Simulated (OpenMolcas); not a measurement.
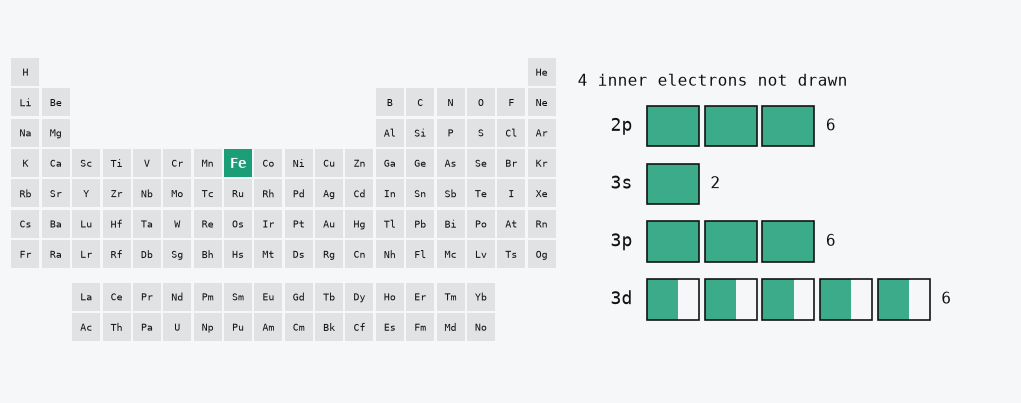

Fig. 1: Left, the place of iron in the periodic table; right, the outer shells of the leading configuration of the lowest level: a box for each of the 2l + 1 orbitals, shaded by the share of the shell that is filled, with the electron count at the right.

## Fe²⁺ complex: multiconfigurational calculation (part 1 of 2)

Fe²⁺ with 6 ligands (F; octahedron, 2.313 Å), embedded in NaF by model potentials and point charges, whose field is part of the energies. Computed at this level: state-averaged CASSCF, active space 6 electrons in the shell 3d, basis ANO-RCC-VDZP on the metal and ANO-RCC-VDZP on the ligands, DKH2 scalar Hamiltonian, spin-orbit coupling by RASSI with atomic mean-field integrals (OpenMolcas).

Input file:
```
&GATEWAY
Basis set
Fe.ANO-RCC-VDZP.
Fe1 0.0 0.0 0.0 Angstrom
End of basis
Basis set
F.ANO-RCC-VDZP.
L1 2.313000 0.000000 0.000000 Angstrom
L2 0.000000 2.313000 0.000000 Angstrom
L3 0.000000 0.000000 2.313000 Angstrom
End of basis
Basis set
Na.EMB-AIMP.Seijo.6s3p.1s1p.ECP.NaF.
PseudoCharge
* 3 symmetry-unique lattice sites within 7.6 angstrom
End of basis
Basis set
Na.EMB-AIMP.Seijo.0s.0s.ECP.NaF.
PseudoCharge
* 36 symmetry-unique lattice sites within 7.6 angstrom
End of basis
Basis set
F.EMB-AIMP.Seijo.0s.0s.ECP.NaF.
PseudoCharge
* 31 symmetry-unique lattice sites within 7.6 angstrom
End of basis
Symmetry
XYZ
AngMom=0.0 0.0 0.0
AMFI
RICD
XField
1025 Angstrom 0
* Evjen-weighted lattice charges
&SEWARD
&RASSCF
FileOrb=start.orb
Symmetry=1
Spin=5
nActEl=6 0 0
Inactive=18 21
Ras2=5 0
CIRoot=5 5 1
SDav=5
CIMx=300
Iter=150 100
PrWF=0.3
OrbListing=Nothing
MaxOrb=0
LevShft=1.0
>>> COPY $Project.JobIph JOB001
&RASSCF
FileOrb=start.orb
Symmetry=1
Spin=3
nActEl=6 0 0
Inactive=18 21
Ras2=5 0
CIRoot=45 45 1
SDav=45
CIMx=300
Iter=150 100
PrWF=0.3
OrbListing=Nothing
MaxOrb=0
LevShft=1.0
>>> COPY $Project.JobIph JOB002
&RASSCF
FileOrb=start.orb
Symmetry=1
Spin=1
nActEl=6 0 0
Inactive=18 21
Ras2=5 0
CIRoot=50 50 1
SDav=50
CIMx=300
Iter=150 100
PrWF=0.3
OrbListing=Nothing
MaxOrb=0
LevShft=1.0
>>> COPY $Project.JobIph JOB003
&RASSI
NrOfJobIphs=3 5 45 50
1 2 3 4 5
1 2 3 4 5 6 7 8 9 10 11 12 13 14 15 16 17 18 19 20 21 22 23 24 25 26 27
28 29 30 31 32 33 34 35 36 37 38 39 40 41 42 43 44 45
1 2 3 4 5 6 7 8 9 10 11 12 13 14 15 16 17 18 19 20 21 22 23 24 25 26 27
28 29 30 31 32 33 34 35 36 37 38 39 40 41 42 43 44 45 46 47 48 49 50
IphNames
JOB001
JOB002
JOB003
EJob
SpinOrbit
DIPRint=1.0
SOCoupling=1000.0
Subsets=2
Property=9
'ANGMOM' 1 'ANGMOM' 2 'ANGMOM' 3 'MLTPL  1' 1 'MLTPL  1' 2 'MLTPL  1' 3
'AMFI' 1 'AMFI' 2 'AMFI' 3
SOProperty=3
'ANGMOM' 1 'ANGMOM' 2 'ANGMOM' 3
```

The file start.orb holds starting orbitals from an earlier step. A driver script formed the levels outside the program, from RASSI's spin-orbit matrix and the active-space energies, averaged over the components of each term or state.

Hardware: 1 thread of Arm Neoverse V2, 24 GiB of memory available, shared host.

Launched with:
```bash
OMP_NUM_THREADS=1 MOLCAS_MEM=2457 MOLCAS_PROJECT=a pymolcas a.inp > a.log  # once for each step of the input, in one work folder
```

Log (extracts):
```
--- SEWARD ---
Basis set label: FE.ANO-RCC...5S4P2D1F.

      Electronic valence basis set:
      ------------------
      Associated Effective Charge  26.000000 au
      Associated Actual Charge     26.000000 au
      Nuclear Model: Point charge

      Shell  nPrim  nBasis  Cartesian Spherical Contaminant
         s      21       5        X
         p      15       4        X
         d      10       2                 X
         f       6       1                 X
                  Relativistic Douglas-Kroll-Hess integrals:
                    - DKH order of Hamiltonian: 2
                    - DKH order of Properties : 0
                  Atomic mean-field integrals
--- RASSCF ---
Wave function specifications:
      -----------------------------

      Number of closed shell electrons          78
      Number of electrons in active shells       6
      Max number of holes in RAS1 space          0
      Max nr of electrons in RAS3 space          0
      Number of inactive orbitals               39
      Number of active orbitals                  5
      Number of secondary orbitals              98
      Spin quantum number                      2.0
      State symmetry                             1
Orbital specifications:
      -----------------------

      Symmetry species                           1   2
                                                ag  au
      Frozen orbitals                            0   0
      Inactive orbitals                         18  21
      Active orbitals                            5   0
      RAS1 orbitals                              0   0
      RAS2 orbitals                              5   0
      RAS3 orbitals                              0   0
      Secondary orbitals                        46  52
      Deleted orbitals                           0   0
      Number of basis functions                 69  73
      Number of CSFs                             5
      Number of root(s) required                 5
      Iter CI   SX   CI       RASSCF       Energy    max ROT     max BLB   max BLB  Level Ln srch  Step   QN
          iter iter root      energy       change     param      element    value   shift minimum  type update
 Nr of preliminary CI iterations:   1
      Total energies have been shifted. Add                -1000.00 au
        1   1    9    0  -870.65883484    0.00E+00  -4.67E-02    8  35 2 -3.10E-01*  1.10   0.00    SX    NO
        2   1    9    0  -871.21970630   -5.61E-01* -3.09E-02   21  24 2  1.02E-01*  0.82   0.00    SX    NO
        3   1    9    0  -871.27483005   -5.51E-02* -1.54E-02   21  24 2  5.23E-02*  0.76   0.00    SX    NO
        4   1    9    0  -871.28700285   -1.22E-02* -9.74E-03   21  24 2  3.26E-02*  0.74   0.00    SX    NO
        5   1    8    0  -871.29125361   -4.25E-03*  1.34E-02   21  24 2  1.99E-02*  0.73   2.50    LS   YES
        6   1    8    0  -871.29374432   -2.49E-03*  3.41E-03    4  32 2 -6.71E-03*  0.72   1.13    QN   YES
        7   1    8    0  -871.29403331   -2.89E-04*  1.79E-03    6  24 1  2.07E-03*  0.72   1.53    LS   YES
        8   1    8    0  -871.29407220   -3.89E-05* -1.19E-03    5  31 1 -1.67E-03*  0.72   1.00    QN   YES
        9   1    7    0  -871.29409691   -2.47E-05*  3.35E-04    9  22 2 -6.15E-04*  0.72   1.18    QN   YES
       10   1    6    0  -871.29409910   -2.20E-06*  1.00E-04    4  32 2  3.53E-04*  0.72   1.09    QN   YES
       11   1    6    0  -871.29409940   -2.93E-07*  5.41E-05    6  24 1  7.04E-05   0.72   1.27    QN   YES
       12   1    5    0  -871.29409944   -4.56E-08* -8.82E-06   21  24 2 -1.99E-05   0.72   1.13    QN   YES
       13   1    4    0  -871.29409945   -1.42E-09  -1.32E-05    4  32 2 -9.29E-06   0.72   2.50    LS   YES
      Convergence after 13 iterations
       14   1    4    0  -871.29409944    2.44E-09  -1.32E-05    9  22 2  1.58E-05   0.72   2.50    LS   YES
      Natural orbitals and occupation numbers for root  1
      sym 1:   1.000000   2.000000   1.000000   1.000000   1.000000
      Natural orbitals and occupation numbers for root  2
      sym 1:   2.000000   1.000000   1.000000   1.000000   1.000000
      Natural orbitals and occupation numbers for root  3
      sym 1:   2.000000   1.000000   1.000000   1.000000   1.000000
::    RASSCF root number  1 Total energy:  -1871.30286235
::    RASSCF root number  2 Total energy:  -1871.30286235
::    RASSCF root number  3 Total energy:  -1871.30286235
::    RASSCF root number  4 Total energy:  -1871.28095508
::    RASSCF root number  5 Total energy:  -1871.28095508
--- RASSCF ---
Wave function specifications:
      -----------------------------

      Number of closed shell electrons          78
      Number of electrons in active shells       6
      Max number of holes in RAS1 space          0
      Max nr of electrons in RAS3 space          0
      Number of inactive orbitals               39
      Number of active orbitals                  5
      Number of secondary orbitals              98
      Spin quantum number                      1.0
      State symmetry                             1
Orbital specifications:
      -----------------------

      Symmetry species                           1   2
                                                ag  au
      Frozen orbitals                            0   0
      Inactive orbitals                         18  21
      Active orbitals                            5   0
      RAS1 orbitals                              0   0
      RAS2 orbitals                              5   0
      RAS3 orbitals                              0   0
      Secondary orbitals                        46  52
      Deleted orbitals                           0   0
      Number of basis functions                 69  73
      Number of CSFs                            45
      Number of root(s) required                45
      Iter CI   SX   CI       RASSCF       Energy    max ROT     max BLB   max BLB  Level Ln srch  Step   QN
          iter iter root      energy       change     param      element    value   shift minimum  type update
 Nr of preliminary CI iterations:   1
      Total energies have been shifted. Add                -1000.00 au
        1   1    8    0  -871.14098159    0.00E+00  -7.09E-03   23  29 1 -1.97E-02*  0.72   0.00    SX    NO
        2   1    8    0  -871.14187831   -8.97E-04*  4.49E-03    7  34 2 -1.42E-02*  0.74   0.00    SX    NO
        3   1    8    0  -871.14202959   -1.51E-04*  1.61E-03   21  27 1 -2.85E-03*  0.73   0.00    SX    NO
        4   1    7    0  -871.14205818   -2.86E-05*  1.02E-03    7  34 2 -2.05E-03*  0.73   0.00    SX    NO
        5   1    7    0  -871.14206409   -5.91E-06* -7.52E-04   20  26 1 -4.97E-04*  0.73   1.23    QN   YES
        6   1    6    0  -871.14206571   -1.62E-06* -7.98E-05    7  34 2  1.39E-04*  0.73   1.11    QN   YES
        7   1    5    0  -871.14206575   -3.85E-08*  1.64E-05   10  24 1  3.16E-05   0.73   1.26    QN   YES
        8   1    5    0  -871.14206576   -4.44E-09   2.45E-05   10  24 1  1.52E-05   0.73   2.50    LS   YES
      Convergence after  8 iterations
        9   1    5    0  -871.14206575    5.17E-09   2.45E-05    7  34 2 -6.32E-05   0.73   2.50    LS   YES
      Natural orbitals and occupation numbers for root  1
      sym 1:   1.084823   1.860911   0.146058   1.860912   1.047296
      Natural orbitals and occupation numbers for root  2
      sym 1:   1.860911   1.084823   1.047295   1.860912   0.146058
      Natural orbitals and occupation numbers for root  3
      sym 1:   1.084824   1.860912   0.146059   1.860911   1.047295
::    RASSCF root number  1 Total energy:  -1871.21442859
::    RASSCF root number  2 Total energy:  -1871.21442859
::    RASSCF root number  3 Total energy:  -1871.21442859
::    RASSCF root number  4 Total energy:  -1871.20565289
::    RASSCF root number  5 Total energy:  -1871.20565289
::    RASSCF root number  6 Total energy:  -1871.20565289
::    RASSCF root number  7 Total energy:  -1871.19830849
::    RASSCF root number  8 Total energy:  -1871.19830849
::    RASSCF root number  9 Total energy:  -1871.19830849
::    RASSCF root number 10 Total energy:  -1871.18994302
::    RASSCF root number 11 Total energy:  -1871.18994302
::    RASSCF root number 12 Total energy:  -1871.18520774
::    RASSCF root number 13 Total energy:  -1871.18520774
::    RASSCF root number 14 Total energy:  -1871.18520774
::    RASSCF root number 15 Total energy:  -1871.18469983
::    RASSCF root number 16 Total energy:  -1871.18469983
::    RASSCF root number 17 Total energy:  -1871.18469983
::    RASSCF root number 18 Total energy:  -1871.17321840
::    RASSCF root number 19 Total energy:  -1871.17238677
::    RASSCF root number 20 Total energy:  -1871.17238676
::    RASSCF root number 21 Total energy:  -1871.17238676
::    RASSCF root number 22 Total energy:  -1871.17187051
::    RASSCF root number 23 Total energy:  -1871.17187051
::    RASSCF root number 24 Total energy:  -1871.17187051
::    RASSCF root number 25 Total energy:  -1871.16592910
::    RASSCF root number 26 Total energy:  -1871.16592910
::    RASSCF root number 27 Total energy:  -1871.15674312
::    RASSCF root number 28 Total energy:  -1871.15188520
::    RASSCF root number 29 Total energy:  -1871.15188520
::    RASSCF root number 30 Total energy:  -1871.15188520
--- RASSCF ---
Wave function specifications:
      -----------------------------

      Number of closed shell electrons          78
      Number of electrons in active shells       6
      Max number of holes in RAS1 space          0
      Max nr of electrons in RAS3 space          0
      Number of inactive orbitals               39
      Number of active orbitals                  5
      Number of secondary orbitals              98
      Spin quantum number                      0.0
      State symmetry                             1
Orbital specifications:
      -----------------------

      Symmetry species                           1   2
                                                ag  au
      Frozen orbitals                            0   0
      Inactive orbitals                         18  21
      Active orbitals                            5   0
      RAS1 orbitals                              0   0
      RAS2 orbitals                              5   0
      RAS3 orbitals                              0   0
      Secondary orbitals                        46  52
      Deleted orbitals                           0   0
      Number of basis functions                 69  73
      Number of CSFs                            50
      Number of root(s) required                50
      Iter CI   SX   CI       RASSCF       Energy    max ROT     max BLB   max BLB  Level Ln srch  Step   QN
          iter iter root      energy       change     param      element    value   shift minimum  type update
 Nr of preliminary CI iterations:   1
      Total energies have been shifted. Add                -1000.00 au
        1   1    8    0  -871.06661318    0.00E+00   4.10E-03   21  27 1 -8.93E-03*  0.73   0.00    SX    NO
        2   1    8    0  -871.06685448   -2.41E-04* -2.92E-03    9  34 2 -6.91E-03*  0.74   0.00    SX    NO
        3   1    7    0  -871.06690068   -4.62E-05*  1.17E-03   20  26 1 -1.52E-03*  0.73   0.00    SX    NO
        4   1    7    0  -871.06691076   -1.01E-05* -7.48E-04    9  34 2 -1.03E-03*  0.73   0.00    SX    NO
        5   1    6    0  -871.06691314   -2.38E-06*  6.84E-04   20  26 1 -2.93E-04*  0.73   1.42    QN   YES
        6   1    5    0  -871.06691392   -7.82E-07* -2.05E-05    7  32 2  5.30E-05   0.73   1.02    QN   YES
        7   1    5    0  -871.06691393   -6.17E-09  -8.18E-06    7  32 2  1.79E-05   0.73   2.50    QN   YES
      Convergence after  7 iterations
        8   1    5    0  -871.06691393   -1.16E-10  -8.18E-06    9  34 2 -3.97E-06   0.73   2.50    QN   YES
      Natural orbitals and occupation numbers for root  1
      sym 1:   0.120537   1.919642   0.120537   1.919642   1.919642
      Natural orbitals and occupation numbers for root  2
      sym 1:   1.000764   1.946450   0.105198   1.946459   1.001129
      Natural orbitals and occupation numbers for root  3
      sym 1:   1.946445   1.001135   1.946459   0.105204   1.000758
::    RASSCF root number  1 Total energy:  -1871.18243841
::    RASSCF root number  2 Total energy:  -1871.16854750
::    RASSCF root number  3 Total energy:  -1871.16854750
::    RASSCF root number  4 Total energy:  -1871.16854750
::    RASSCF root number  5 Total energy:  -1871.15525189
::    RASSCF root number  6 Total energy:  -1871.15525189
::    RASSCF root number  7 Total energy:  -1871.15525189
::    RASSCF root number  8 Total energy:  -1871.14695008
::    RASSCF root number  9 Total energy:  -1871.14695008
::    RASSCF root number 10 Total energy:  -1871.14317791
::    RASSCF root number 11 Total energy:  -1871.13867152
::    RASSCF root number 12 Total energy:  -1871.13867152
::    RASSCF root number 13 Total energy:  -1871.13867152
::    RASSCF root number 14 Total energy:  -1871.13863551
::    RASSCF root number 15 Total energy:  -1871.13706444
::    RASSCF root number 16 Total energy:  -1871.13706444
::    RASSCF root number 17 Total energy:  -1871.13706444
::    RASSCF root number 18 Total energy:  -1871.12732887
::    RASSCF root number 19 Total energy:  -1871.12732887
::    RASSCF root number 20 Total energy:  -1871.12085174
::    RASSCF root number 21 Total energy:  -1871.12085174
::    RASSCF root number 22 Total energy:  -1871.12085174
::    RASSCF root number 23 Total energy:  -1871.10675719
::    RASSCF root number 24 Total energy:  -1871.10675719
::    RASSCF root number 25 Total energy:  -1871.10675719
::    RASSCF root number 26 Total energy:  -1871.10408648
::    RASSCF root number 27 Total energy:  -1871.08606939
::    RASSCF root number 28 Total energy:  -1871.08606939
::    RASSCF root number 29 Total energy:  -1871.07103827
::    RASSCF root number 30 Total energy:  -1871.06582554
```

(Continued in part 2.) Outcome of the run: converged.
